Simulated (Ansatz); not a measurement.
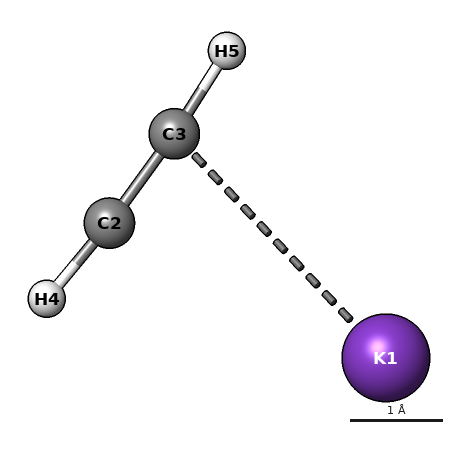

Two molecules or ions; the broken line marks their closest contact (measured against van der Waals radii). The species has charge +1 and is a spin singlet. Geometry: a pair of rigid molecules at a changed separation. Program: Ansatz 0.2.0.

Question: Which two species are they?

Answer: K and C2H2 (`C#C.[K+]`).

Question: How long is the contact?

Answer: K1···C3 is 3.92 Å.

Give the counterpoise-corrected interaction energy (kcal/mol, monomers kept as in the pair) with RHF-CCSD(T) (frozen core)/def2-TZVPPD; ωB97M-V/def2-TZVPPD.

```json
{"level": "RHF-CCSD(T) (frozen core)/def2-TZVPPD", "interaction energy (kcal/mol)": "−6.1"}
{"level": "ωB97M-V/def2-TZVPPD", "interaction energy (kcal/mol)": "−6.6"}
```
